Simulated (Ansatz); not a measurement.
**What a change does: single-point calculation on C$_{2}$H$_{3}$Cl$_{2}$Si**

System: C$_{2}$H$_{3}$Cl$_{2}$Si, multiplicity 2, SMILES [CH]=C[SiH](Cl)Cl.
Method of the first run: UKS SPW92/def2-TZVPP (Ansatz 0.2.0).

The geometry comes from this level: PBE0-D4/def2-TZVP. Text and figures count atoms from 1; the logs count them from 0 in places.

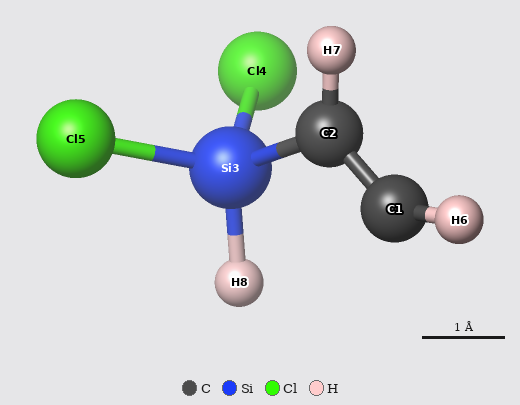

Fig. 1: The structure (ball-and-stick view, seen at a tilt; atoms are numbered from 1 in the order of the input). Bond lengths as drawn: Cl–Si 2.05 Å, C–C 1.30 Å, C–H 1.08 to 1.10 Å, C–Si 1.85 Å and H–Si 1.47 Å.

### Input, the first run
```yaml
crystal:
  periodic: [false, false, false]
  atoms:
    - {symbol: C, position_ang: [-0.467204, 1.549841, 0.659263]}
    - {symbol: C, position_ang: [-0.193615, 0.279140, 0.737886]}
    - {symbol: Si, position_ang: [0.301599, -0.635846, -0.791093]}
    - {symbol: Cl, position_ang: [-1.013128, -2.166627, -1.130880]}
    - {symbol: Cl, position_ang: [2.164150, -1.443534, -0.534591]}
    - {symbol: H, position_ang: [-0.772548, 2.376448, 1.285646]}
    - {symbol: H, position_ang: [-0.249630, -0.262110, 1.689032]}
    - {symbol: H, position_ang: [0.322478, 0.245591, -1.971064]}
basis:
  gaussian: {orbitals: def2-TZVPP}
magnetization: {spin_polarized: true, initial_magnetization: 1}
hamiltonian: {xc: lda}
output: {orbitals: {seedname: orbitals}}
```

Hardware: 4 CPU threads, shared host.

### Output (the first run)
```
Functional definition: SPW92
  exchange = slater_x
  correlation = pw_c
1413 factors; their error is unknown
mean field evaluation 1: about -34905.7116 eV, gradient 4.3e1 eV
mean field evaluation 2: about -34874.6332 eV, gradient 8.0e1 eV
mean field evaluation 4: about -34913.8995 eV, gradient 1.7e1 eV
mean field evaluation 8: about -34915.4241 eV, gradient 2.0e-1 eV
mean field evaluation 16: about -34915.3852 eV, gradient 4.4e-3 eV
mean field -34915.38517510 eV, -1283.1167386869 hartree, gradient 1.6e-5 eV, S^2 0.755944; 0 other end points of the search recorded, 0 dependent functions left out
reference -34915.38521379 eV, -1283.1167401087 hartree; 32, 31 occupied and 198, 199 virtual orbitals, 1413 factors
Total energy: -34915.38521379 eV, -1283.1167401087 hartree
```

The second run used a changed input.

### The two runs side by side

```csv
quantity,the first run,the second run
outcome,converged,converged
total energy (hartree),−1283.116740,−1287.776678
HOMO (eV),−5.66,−9.44
LUMO (eV),−4.09,−0.40
⟨S²⟩,0.756,0.759
basis functions,230,230
wall time (shared host),1.9 s,11 s
```

What was changed in the input?

The change (lines with − go, lines with + come):
```diff
-hamiltonian: {xc: lda}
+hamiltonian: {xc: {name: wB97X-V}}
```

The total energies belong to different methods, so their difference says nothing on which is more stable or more accurate. The HOMO goes from −5.66 to −9.44 eV. The LUMO goes from −4.09 to −0.40 eV.

### Output (the second run)
```
Functional definition: wB97X-V
  parameter omega = 0.3/bohr
  parameter cx = 0.167
  parameter cx1 = 0.603
  parameter cx2 = 1.194
  parameter css0 = 0.556
  parameter css1 = -0.257
  parameter cos0 = 1.219
  parameter cos1 = -1.850
  parameter b = 6.0
  parameter c = 0.01
  exchange = spin_sum(e_x_unif_sr(omega)*poly(b97_u_x, 1 - cx, cx1, cx2)) + cx*exact_x_sr(omega) + exact_x_lr(omega)
  correlation = spin_sum(e_c_pw_same_spin*poly(b97_u_same, css0, css1))
      + integral(e_c_pw_opposite_spin*poly(b97_u_opposite, cos0, cos1)) + vv10(b, c)
1448 factors; their error is unknown
275 factors; integrals over basis functions are off by at most 2.3e-5 eV
mean field evaluation 1: about -35039.3425 eV, gradient 2.4e1 eV
mean field evaluation 2: about -35041.0046 eV, gradient 1.6e1 eV
mean field evaluation 4: about -35042.1275 eV, gradient 8.0e-1 eV
mean field evaluation 8: about -35042.1463 eV, gradient 1.1e-1 eV
mean field evaluation 16: about -35042.1886 eV, gradient 7.1e-4 eV
mean field -35042.18858641 eV, -1287.7766781021 hartree, gradient 6.2e-5 eV, S^2 0.759404; 0 other end points of the search recorded, 0 dependent functions left out
reference -35042.18858474 eV, -1287.7766780405 hartree; 32, 31 occupied and 198, 199 virtual orbitals, 1448 factors
Total energy: -35042.18858474 eV, -1287.7766780405 hartree
```
